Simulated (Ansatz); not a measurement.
# SiO2 (Cristobalite): a point defect seen from the nuclei (Sb on a Si site)

How do the nuclei near a point defect see it? The defect is Sb on a Si site in SiO2 (Cristobalite) (cell charge -1), first unrelaxed. The cell is a supercell built from a COD entry. Planned: a single point, then a relaxation, then a check of accuracy with ecutwfc.

Computed with Ansatz 0.2.0 (DFT, PBE, plane-wave PAW, default files, scalar-relativistic, as far as a step names no other, unless a step's input says otherwise).

## 1. Starting point

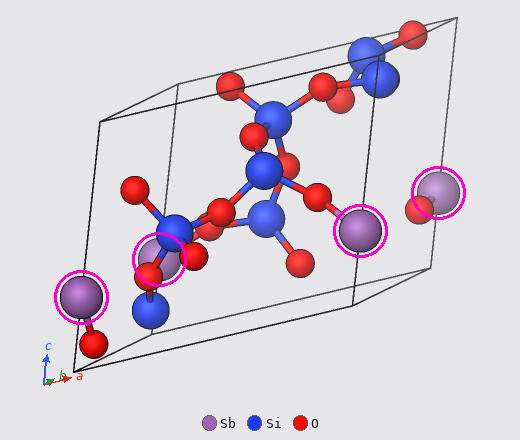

The starting structure, seen slightly off an axis (antimony purple, silicon blue, oxygen red). Atoms on the faces are drawn again on the opposite ones. Atom 1 is ringed.

As a file:

```xyz
24
Lattice="0.0000 4.9820 6.9630 4.9820 0.0000 6.9630 4.9820 4.9820 0.0000" Properties=species:S:1:pos:R:3 pbc="T T T"
Sb    1.4895    1.4895    0.0000
Si    6.4715    6.4715    6.9630
Si    5.9835    3.9805    8.7037
Si    5.9835    8.9625    8.7037
Si    3.4925    3.4925    3.4815
Si    8.4745    8.4745   10.4445
Si    3.9805    1.0015    5.2222
Si    3.9805    5.9835    5.2223
O     1.1951    0.5155    1.2403
O     6.1771    5.4975    8.2033
O     1.9755    3.6861    2.9811
O     6.9575    8.6681    9.9441
O     3.7869    4.4665    4.7218
O     8.7689    9.4485   11.6848
O     7.9885    6.2779    6.4626
O     3.0065    6.2779    6.4626
O     3.6861    1.9755    3.9819
O     8.6681    6.9575   10.9449
O     4.4665    3.7869    2.2412
O     4.4665    3.7869    9.2042
O     6.2779    3.0065    7.4634
O     6.2779    7.9885    7.4634
O     5.4975    6.1771    5.7227
O     5.4975    6.1771   12.6857
```

Atom 1 of the input is the impurity.

## 2. Single point at the given positions

input.yaml

```yaml
crystal:
  lattice:
    - [0.0, 4.982, 6.963]
    - [4.982, 0.0, 6.963]
    - [4.982, 4.982, 0.0]
  atoms:
    - { symbol: Sb, position: [0.0, 0.0, 0.29897] }
    - { symbol: Si, position: [0.5, 0.5, 0.79897] }
    - { symbol: Si, position: [0.42397, 0.82603, 0.375] }
    - { symbol: Si, position: [0.92397, 0.32603, 0.875] }
    - { symbol: Si, position: [0.25, 0.25, 0.45103] }
    - { symbol: Si, position: [0.75, 0.75, 0.95103] }
    - { symbol: Si, position: [0.07603, 0.67397, 0.125] }
    - { symbol: Si, position: [0.57603, 0.17397, 0.625] }
    - { symbol: O, position: [0.020855, 0.157275, 0.082615] }
    - { symbol: O, position: [0.520855, 0.657275, 0.582615] }
    - { symbol: O, position: [0.385745, 0.042385, 0.354145] }
    - { symbol: O, position: [0.885745, 0.542385, 0.854145] }
    - { symbol: O, position: [0.407275, 0.270855, 0.489255] }
    - { symbol: O, position: [0.907275, 0.770855, 0.989255] }
    - { symbol: O, position: [0.292385, 0.635745, 0.967725] }
    - { symbol: O, position: [0.792385, 0.135745, 0.467725] }
    - { symbol: O, position: [0.114255, 0.457615, 0.282275] }
    - { symbol: O, position: [0.614255, 0.957615, 0.782275] }
    - { symbol: O, position: [0.092725, 0.229145, 0.667385] }
    - { symbol: O, position: [0.592725, 0.729145, 0.167385] }
    - { symbol: O, position: [0.207615, 0.864255, 0.395855] }
    - { symbol: O, position: [0.707615, 0.364255, 0.895855] }
    - { symbol: O, position: [0.479145, 0.342725, 0.760745] }
    - { symbol: O, position: [0.979145, 0.842725, 0.260745] }
total_charge: -1
kpoints:
  mp_grid: { grid: [3, 3, 3] }
scf:
  occupations: { method: fermi_dirac, width: 0.01 }
hamiltonian:
  xc: pbe
  pseudopotentials: { kind: paw }
output:
  forces: true
  stress: true
  populations: true
  efg:
    quadrupole_moments_barn: { Sb: -0.543, O: -0.02558 }
    contact_densities: true
```

The run is started by

```
ansatz run input.yaml --threads 1 --pin off --max-ram 3072MiB --backend cpu --events-out ev --progress --plain --runs-dir out
```

What it wrote:

```text
Warning: RAYON_NUM_THREADS=1 ignored (pool sized by the plan → 1); use --threads N
Sb: output.efg is read without spin–orbit coupling, which moves field gradients at and beside such atoms by some per cent and up to a factor of two; PAW files take it under magnetization.noncollinear and magnetization.spin_orbit
Engine: ansatz 0.2.0, aarch64-unknown-linux-gnu
Pseudopotentials: kind: paw
Pseudopotential: Sb, paw, valence charge 15, recommended cutoff 420 eV (normal), Sb.paw.azcp
Pseudopotential: Si, paw, valence charge 4, recommended cutoff 420 eV (normal), Si.paw.azcp
Pseudopotential: O, paw, valence charge 6, recommended cutoff 420 eV (normal), O.paw.azcp
Functional definition: PBE
  parameter kappa = 0.804
  parameter beta = 0.06672455060314922
  exchange = pbe_x(kappa = kappa, mu = beta*pi^2/3)
  correlation = pbe_c(beta = beta)
Crystal: 24 atoms, lattice volume = 345.648 Å³
Basis set: ecut = 420 eV, 6755 PW (Γ), exchange–correlation on 120×120×96 points (8 copies of the dense FFT grid, shifted against one another)
Bands: 94, of which v1, the nominal top of the filled ones, is band 70 counted from 1 (69 counted from 0)
Symmetry: 2 space group operations
Space group: C2 (ITA 5), of the structure as read, at distance tolerance 7.0e-5 Å
k-points: 10 of 27 (time reversal used)
Non-local potential: Sb, projectors of the file, l = 0: 2, l = 1: 2, l = 2: 2, l = 3: 2
Non-local potential: Si, projectors of the file, l = 0: 2, l = 1: 2, l = 2: 2
Non-local potential: O, projectors of the file, l = 0: 2, l = 1: 2, l = 2: 1
PAW form: soft (Blöchl's): semilocal exchange-correlation on the pseudo side does not see the compensation charge
PAW one-centre angular grid: Sb, 590 points (default); XC on 64 Gauss nodes
PAW one-centre angular grid: Si, 110 points (default); XC on 64 Gauss nodes
PAW one-centre angular grid: O, 110 points (default); XC on 64 Gauss nodes
Initial density: superposition of atomic densities (neutral atoms scaled as one to the charged cell's electrons: chi_scale 0, normalization atom), corrected by the library's trained network
Initial wavefunctions: pseudopotential atomic-orbital guess
Functional: x = pbe(κ = 0.804, μ = 0.2195149727645171), c = pbe(β = 0.06672455060314922)
SCF iter   1: F=—  HF=-20016.580366 eV  |F-HF|=—  |Δ(HF+E_count)|=         —  Δρ=2.18e-2  dr2=2.10e0  ethr=1.77e-3  ⟨swp⟩=7.6  Hψ=5054  notcnv=0  defer=57
preconditioner: auto → Resta (q_TF=auto, 2.347 Å⁻¹)  ε∞=2.9  [insulator: Δε(μ)=1.061 eV  Ē_g=16.274 eV  σ=0.010 eV  W_gap=1.00  n_scr=68 (ndim 8)  ℏωp=22.6 eV  f_vac=0.230  D(μ)=0.00/eV (n_scr^D=0)  ε∞_Penn≈2.9]
SCF iter   2: F=—  HF=-20016.025756 eV  |F-HF|=—  |Δ(HF+E_count)|=   5.55e-1  Δρ=7.62e-3  dr2=2.96e-1  ethr=1.50e-3  ⟨swp⟩=3.3  Hψ=1703  notcnv=0  defer=180
SCF iter   3: F=—  HF=-20015.974439 eV  |F-HF|=—  |Δ(HF+E_count)|=   5.13e-2  Δρ=3.11e-3  dr2=8.13e-2  ethr=2.12e-4  ⟨swp⟩=3.3  Hψ=1450  notcnv=0  defer=180
SCF iter   4: F=—  HF=-20015.969001 eV  |F-HF|=—  |Δ(HF+E_count)|=   5.44e-3  Δρ=1.18e-3  dr2=5.88e-3  ethr=5.81e-5  ⟨swp⟩=3.9  Hψ=1510  notcnv=0  defer=180
SCF iter   5: F=—  HF=-20015.971679 eV  |F-HF|=—  |Δ(HF+E_count)|=   2.68e-3  Δρ=7.25e-4  dr2=1.46e-3  ethr=4.20e-6  ⟨swp⟩=2.7  Hψ=1480  notcnv=0  defer=180
SCF iter   6: F=—  HF=-20015.972111 eV  |F-HF|=—  |Δ(HF+E_count)|=   4.32e-4  Δρ=1.66e-4  dr2=1.15e-4  ethr=1.04e-6  ⟨swp⟩=2.0  Hψ=1470  notcnv=0  defer=180
SCF iter   7: F=—  HF=-20015.972336 eV  |F-HF|=—  |Δ(HF+E_count)|=   2.25e-4  Δρ=3.26e-5  dr2=4.82e-6  ethr=8.18e-8  ⟨swp⟩=3.0  Hψ=1479  notcnv=0  defer=180
SCF iter   8: F=—  HF=-20015.972375 eV  |F-HF|=—  |Δ(HF+E_count)|=   3.98e-5  Δρ=1.62e-5  dr2=9.01e-7  ethr=3.45e-9  ⟨swp⟩=2.9  Hψ=1664  notcnv=0  defer=180
SCF iter   9: F=—  HF=-20015.972376 eV  |F-HF|=—  |Δ(HF+E_count)|=   4.34e-7  Δρ=8.76e-6  dr2=2.08e-7  ethr=6.44e-10  ⟨swp⟩=2.0  Hψ=1460  notcnv=0  defer=180
SCF iter  10: F=-20015.972376 eV  HF=-20015.972376 eV  |F-HF|=2.51e-10  |Δ(HF+E_count)|=   1.19e-8  Δρ=2.80e-6  dr2=2.50e-8  ethr=7.14e-11  ⟨swp⟩=15.3  Hψ=5535  notcnv=0
SCF 1 converged in 10 iterations: F = -20015.972376 eV  dr2 = 2.50e-8
SCF converged after 10 iterations
Free energy (F): -20015.972376 eV
Harris-Foulkes:  -20015.972376 eV  (|F-HF|=2.51e-10)
Internal energy: -20015.972376 eV  (E = F + TS)
E sigma→0 (E₀):  -20015.972376 eV
Fermi energy:    8.652188 eV
--- Per-component energies (eV) ---
  E_band       = -897.988710
  E_kinetic    = 3441.041587
  E_local      = -11916.234052  (includes V_loc(G=0)·N_el)
  E_nonlocal   = 1330.571538
  E_hartree    = 4675.885836
  E_xc         = -1732.904174
  E_vxc        = -1966.788092  (∫ρ·V_xc dr)
  E_paw        = -10734.910368  (= ΣΔE_a)
  E_vpaw       = -1138.392115  (= ΣTr[D̂ρ^β])
  E_aug_tail   = 0.041798  (compensation charges beyond the density's cutoff)
  E_ewald      = -5079.464541
  E_smearing   = -0.000000  (= −TS)
  E_closure    = 0.000000  (closes the sum)
  E_deformation_potential = -10.973686  (in the stress; not in F)
  Σ components = -20015.972376   (vs F -20015.972376, Δ=0.00e0)
--- Forces (eV/Å), atoms counted from 1 ---
  atom   1  Sb     0.04441152     0.04441152    -0.00000000
  atom   2  Si     0.04652906     0.04652906     0.00000000
  atom   3  Si    -0.18381088     0.44522133     0.30779544
  atom   4  Si    -0.19484344    -0.31800290     0.22578610
  atom   5  Si    -0.07570732    -0.17634136    -0.07578004
  atom   6  Si    -0.17634136    -0.07570732     0.07578004
  atom   7  Si    -0.31800290    -0.19484344    -0.22578610
  atom   8  Si     0.44522133    -0.18381088    -0.30779544
  atom   9  O     -3.35737398   -10.66603388    14.46332907
  atom  10  O     -0.06913865     0.23634509     0.52652530
  atom  11  O     -0.14497297     0.05235985     0.58506730
  atom  12  O     -0.09440067    -0.19163826     0.47369445
  atom  13  O      0.15318199    -0.14747766     0.34743879
  atom  14  O      0.03485282    -0.13829015     0.33723238
  atom  15  O     -0.02182107     0.08965325     0.40451776
  atom  16  O     16.67360513    -1.99636743    -4.84162099
  atom  17  O     -0.19163826    -0.09440067    -0.47369445
  atom  18  O      0.05235985    -0.14497297    -0.58506730
  atom  19  O     -0.13829015     0.03485282    -0.33723238
  atom  20  O     -0.14747766     0.15318199    -0.34743879
  atom  21  O     -1.99636743    16.67360513     4.84162099
  atom  22  O      0.08965325    -0.02182107    -0.40451776
  atom  23  O      0.23634509    -0.06913865    -0.52652530
  atom  24  O    -10.66603388    -3.35737398   -14.46332907
  max |Σ_I F_I| component: 6.06e-5 eV/Å
--- Stress (GPa, compression-positive) ---
       26.276243       0.020509      -0.139721
        0.020509      26.276243       0.139721
       -0.139721       0.139721      28.314823
  P = ⅓ Tr σ = 26.9558 GPa (269.558 kbar)
--- PAW observables at the nuclei: V_zz in 10²¹ V/m², potentials from the cell's mean, atoms counted from 1 ---
  atom   1  Sb V_zz =    -1.726589   η = 0.3428   by run symmetry: allowed   C_q = +22.6696 MHz
            electrostatic potential = -8404.621578 V   contact ρ = 1349945.753953 e/Å³
  atom   2  Si V_zz =    -0.351860   η = 0.4944   by run symmetry: allowed
            electrostatic potential = -1354.491016 V   contact ρ = 12801.696984 e/Å³
  atom   3  Si V_zz =    -0.393410   η = 0.3258   by run symmetry: allowed
            electrostatic potential = -1354.491756 V   contact ρ = 12802.007703 e/Å³
  atom   4  Si V_zz =    +0.199596   η = 0.6260   by run symmetry: allowed
            electrostatic potential = -1354.514925 V   contact ρ = 12802.060085 e/Å³
  atom   5  Si V_zz =    -0.243028   η = 0.6396   by run symmetry: allowed
            electrostatic potential = -1354.488415 V   contact ρ = 12801.663414 e/Å³
  atom   6  Si V_zz =    -0.243028   η = 0.6396   by run symmetry: allowed
            electrostatic potential = -1354.488415 V   contact ρ = 12801.663414 e/Å³
  atom   7  Si V_zz =    +0.199596   η = 0.6260   by run symmetry: allowed
            electrostatic potential = -1354.514925 V   contact ρ = 12802.060085 e/Å³
  atom   8  Si V_zz =    -0.393410   η = 0.3258   by run symmetry: allowed
            electrostatic potential = -1354.491756 V   contact ρ = 12802.007703 e/Å³
  atom   9  O  V_zz =    +8.455118   η = 0.1170   by run symmetry: allowed   C_q = -5.2297 MHz
            electrostatic potential = -619.453455 V   contact ρ = 2157.841269 e/Å³
  atom  10  O  V_zz =    +9.109470   η = 0.1217   by run symmetry: allowed   C_q = -5.6344 MHz
            electrostatic potential = -618.839854 V   contact ρ = 2154.146110 e/Å³
  atom  11  O  V_zz =    +9.128779   η = 0.1351   by run symmetry: allowed   C_q = -5.6463 MHz
            electrostatic potential = -618.846217 V   contact ρ = 2154.281626 e/Å³
  atom  12  O  V_zz =    +9.046687   η = 0.1307   by run symmetry: allowed   C_q = -5.5956 MHz
            electrostatic potential = -618.856317 V   contact ρ = 2154.225726 e/Å³
  atom  13  O  V_zz =    +9.071701   η = 0.1415   by run symmetry: allowed   C_q = -5.6110 MHz
            electrostatic potential = -618.851423 V   contact ρ = 2154.341882 e/Å³
  atom  14  O  V_zz =    +9.020135   η = 0.1389   by run symmetry: allowed   C_q = -5.5791 MHz
            electrostatic potential = -618.873806 V   contact ρ = 2154.329543 e/Å³
  atom  15  O  V_zz =    +9.042377   η = 0.1500   by run symmetry: allowed   C_q = -5.5929 MHz
            electrostatic potential = -618.868205 V   contact ρ = 2154.510501 e/Å³
  atom  16  O  V_zz =    +8.477620   η = 0.1296   by run symmetry: allowed   C_q = -5.2436 MHz
            electrostatic potential = -619.422043 V   contact ρ = 2157.734020 e/Å³
  atom  17  O  V_zz =    +9.046687   η = 0.1307   by run symmetry: allowed   C_q = -5.5956 MHz
            electrostatic potential = -618.856317 V   contact ρ = 2154.225726 e/Å³
  atom  18  O  V_zz =    +9.128779   η = 0.1351   by run symmetry: allowed   C_q = -5.6463 MHz
            electrostatic potential = -618.846217 V   contact ρ = 2154.281626 e/Å³
  atom  19  O  V_zz =    +9.020135   η = 0.1389   by run symmetry: allowed   C_q = -5.5791 MHz
            electrostatic potential = -618.873806 V   contact ρ = 2154.329543 e/Å³
  atom  20  O  V_zz =    +9.071701   η = 0.1415   by run symmetry: allowed   C_q = -5.6110 MHz
            electrostatic potential = -618.851423 V   contact ρ = 2154.341882 e/Å³
  atom  21  O  V_zz =    +8.477620   η = 0.1296   by run symmetry: allowed   C_q = -5.2436 MHz
            electrostatic potential = -619.422043 V   contact ρ = 2157.734020 e/Å³
  atom  22  O  V_zz =    +9.042377   η = 0.1500   by run symmetry: allowed   C_q = -5.5929 MHz
            electrostatic potential = -618.868205 V   contact ρ = 2154.510501 e/Å³
  atom  23  O  V_zz =    +9.109470   η = 0.1217   by run symmetry: allowed   C_q = -5.6344 MHz
            electrostatic potential = -618.839854 V   contact ρ = 2154.146110 e/Å³
  atom  24  O  V_zz =    +8.455118   η = 0.1170   by run symmetry: allowed   C_q = -5.2297 MHz
            electrostatic potential = -619.453455 V   contact ρ = 2157.841269 e/Å³
--- Band table (eV; the first three rows and the last of 10) ---
  k-point 0: bands = ["-25.8290", "-25.8153", "-25.7713", "-24.7328", "-24.7074", "-18.6238", "-17.2758", "-16.6742", "-16.6733", "-16.6435", "-16.6272", "-16.6248", "-15.5159", "-15.5127", "-15.5079", "-15.5056", "-15.4719", "-15.4434", "-15.4406", "-15.3841", "-15.3835", "-8.1077", "-6.2056", "-5.6653", "-5.5852", "-5.5791", "-5.5423", "-5.5375", "-4.1054", "-3.9921", "-3.9628", "-3.3727", "-3.2736", "-3.2567", "-3.2229", "-3.1952", "-3.1667", "-1.3136", "-1.3041", "-1.1714", "-1.1634", "-1.1545", "-1.1126", "-1.0873", "-0.6658", "-0.5532", "-0.5023", "-0.4824", "-0.4627", "-0.4402", "-0.2377", "0.0814", "0.1163", "0.1383", "0.2131", "0.2164", "0.2609", "0.5052", "0.5393", "0.5659", "0.6436", "1.0032", "1.0230", "1.0780", "1.2458", "1.2709", "1.5188", "1.5458", "1.7671", "7.0491", "10.0850", "10.4816", "10.6564", "10.8479", "10.8907", "10.9648", "10.9733", "11.0579", "11.2873", "11.4200", "11.5332", "11.5725", "11.5835", "11.8969", "12.1810", "12.2165", "12.2907", "12.4435", "12.6806", "12.8187", "12.8250", "13.1104", "13.4203", "13.4661"]
  k-point 1: bands = ["-25.8290", "-25.8153", "-25.7713", "-24.7328", "-24.7074", "-18.6036", "-17.2919", "-16.9972", "-16.8942", "-16.5322", "-16.4031", "-16.2009", "-15.6814", "-15.5059", "-15.4979", "-15.4911", "-15.4804", "-15.4670", "-15.4551", "-15.4236", "-15.3984", "-7.7828", "-6.6935", "-6.2346", "-6.0377", "-5.2441", "-5.0890", "-4.7904", "-4.1914", "-3.9237", "-3.8361", "-3.4845", "-3.4300", "-3.4179", "-3.3311", "-3.2473", "-3.2320", "-1.4666", "-1.3590", "-1.2238", "-1.1298", "-0.9474", "-0.9372", "-0.8553", "-0.7184", "-0.5888", "-0.4929", "-0.4411", "-0.3083", "-0.2158", "-0.1841", "-0.0863", "0.0386", "0.0592", "0.1324", "0.2158", "0.3286", "0.4160", "0.5405", "0.5811", "0.6865", "0.8886", "0.9765", "1.1596", "1.2496", "1.3035", "1.4161", "1.4949", "1.6741", "7.6990", "9.2940", "10.0921", "10.2925", "10.7939", "10.8846", "10.9824", "11.0892", "11.2604", "11.3566", "11.4449", "11.6064", "11.6542", "11.7532", "11.8595", "12.0938", "12.1818", "12.2737", "12.3868", "12.6740", "12.8177", "12.9595", "13.1434", "13.3096", "13.6383"]
  k-point 2: bands = ["-25.8290", "-25.8153", "-25.7713", "-24.7328", "-24.7074", "-18.6038", "-17.2884", "-16.9976", "-16.8952", "-16.5352", "-16.4107", "-16.1933", "-15.6793", "-15.5032", "-15.4958", "-15.4913", "-15.4845", "-15.4650", "-15.4530", "-15.4253", "-15.4022", "-7.7807", "-6.7114", "-6.2408", "-6.0178", "-5.2176", "-5.0855", "-4.8118", "-4.2083", "-3.9210", "-3.8058", "-3.4952", "-3.4590", "-3.3833", "-3.3587", "-3.2530", "-3.2236", "-1.4403", "-1.3637", "-1.1968", "-1.1685", "-0.9874", "-0.9438", "-0.8588", "-0.6808", "-0.6067", "-0.4524", "-0.4226", "-0.3001", "-0.2415", "-0.1446", "-0.0509", "0.0322", "0.0480", "0.1258", "0.1742", "0.3303", "0.4071", "0.4780", "0.5860", "0.7082", "0.8928", "1.0130", "1.0674", "1.2635", "1.3212", "1.4298", "1.5133", "1.6851", "7.6929", "9.2806", "10.1299", "10.2867", "10.7812", "10.8430", "11.0246", "11.1445", "11.1763", "11.3386", "11.3939", "11.6094", "11.6928", "11.7614", "11.8525", "11.9862", "12.2619", "12.2995", "12.3728", "12.6980", "12.9195", "12.9501", "13.1704", "13.2018", "13.6954"]
  k-point 9: bands = ["-25.8290", "-25.8153", "-25.7713", "-24.7328", "-24.7074", "-18.5960", "-17.2485", "-17.1756", "-16.8045", "-16.6447", "-16.1646", "-16.0183", "-15.9771", "-15.5118", "-15.4956", "-15.4916", "-15.4796", "-15.4557", "-15.4516", "-15.4118", "-15.4023", "-7.5649", "-6.8109", "-6.6506", "-5.7539", "-5.5476", "-4.7777", "-4.5235", "-4.4830", "-3.7632", "-3.7122", "-3.6360", "-3.4938", "-3.4420", "-3.3270", "-3.3095", "-3.1805", "-1.3350", "-1.2193", "-1.1844", "-1.0932", "-1.0435", "-0.9282", "-0.8238", "-0.7688", "-0.6411", "-0.4890", "-0.3931", "-0.3549", "-0.3235", "-0.2805", "-0.1076", "-0.0228", "0.0214", "0.0408", "0.1671", "0.2538", "0.5439", "0.5905", "0.6419", "0.8662", "0.9776", "1.0555", "1.1215", "1.1800", "1.2806", "1.3611", "1.5321", "1.5558", "8.2104", "9.0271", "9.2121", "10.5115", "10.6787", "10.7320", "11.1912", "11.2454", "11.3668", "11.4436", "11.5294", "11.5862", "11.7574", "11.8403", "11.9273", "12.1521", "12.3024", "12.3416", "12.6904", "12.8106", "12.8196", "12.9219", "12.9803", "13.0594", "13.2395"]
--- Löwdin populations: 24 sites ---
  site symbol       q [e]
     0     Sb     12.5362
     1     Si      2.2776
     2     Si      2.3127
     3     Si      2.3157
     4     Si      2.2786
     5     Si      2.2786
     6     Si      2.3157
     7     Si      2.3127
     8      O      6.9060
     9      O      6.8083
    10      O      6.8088
    11      O      6.8072
    12      O      6.8063
    13      O      6.8065
    14      O      6.8077
    15      O      6.9053
    16      O      6.8072
    17      O      6.8088
    18      O      6.8065
    19      O      6.8063
    20      O      6.9053
    21      O      6.8077
    22      O      6.8083
    23      O      6.9060
  spilling = 0.014713 (of n_electrons = 140.000000)
```

Run time: 61 s. Hardware: 1 thread of Arm Neoverse V2, shared host; peak memory 0.68 GiB.

At the end: gap on the mesh 0.75 eV, largest force 18.282 eV/Å, pressure 27.0 GPa.

Site by site (atoms counted from 1): 11 of 13, those nearest the defect, the farthest of each element and the two largest gradients.

| site | atoms | distance from the defect (Å) | V_zz (10²¹ V/m²) | η | C_Q (MHz) |
| --- | --- | --- | --- | --- | --- |
| Sb | 1 | 0.00 | -1.73 | 0.34 | 22.7 (¹²¹Sb) |
| O9 | 9, 24 | 1.60 | 8.46 | 0.12 | -5.23 (¹⁷O) |
| O16 | 16, 21 | 1.61 | 8.48 | 0.13 | -5.24 (¹⁷O) |
| Si3 | 3, 8 | 3.08 | -0.39 | 0.33 | – |
| Si4 | 4, 7 | 3.08 | 0.20 | 0.63 | – |
| O15 | 15, 22 | 3.51 | 9.04 | 0.15 | -5.59 (¹⁷O) |
| O11 | 11, 18 | 3.73 | 9.13 | 0.14 | -5.65 (¹⁷O) |
| O13 | 13, 20 | 3.78 | 9.07 | 0.14 | -5.61 (¹⁷O) |
| O14 | 14, 19 | 4.03 | 9.02 | 0.14 | -5.58 (¹⁷O) |
| O10 | 10, 23 | 4.21 | 9.11 | 0.12 | -5.63 (¹⁷O) |
| Si2 | 2 | 4.98 | -0.35 | 0.49 | – |

Conventions: |V_zz| ≥ |V_yy| ≥ |V_xx|, η = (V_xx − V_yy)/V_zz, C_Q = eQV_zz/h. Quadrupole moments are those of Pyykkö's year-2017 table. A dash under C_Q marks elements without a common quadrupolar isotope.

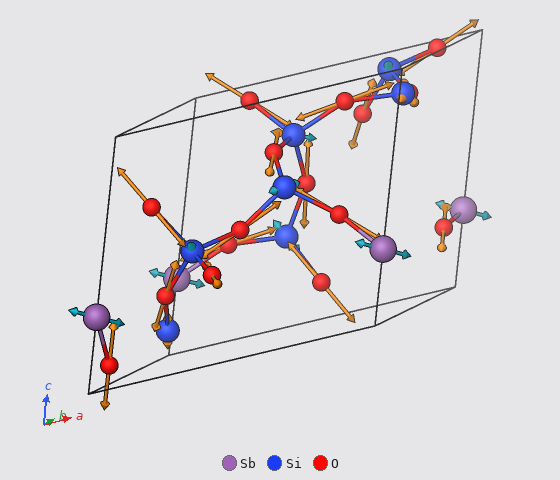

Double arrows mark the V_zz axes (orange positive, teal negative); their length grows with the root of |V_zz|.

(Part 1 of 3 ends here.)
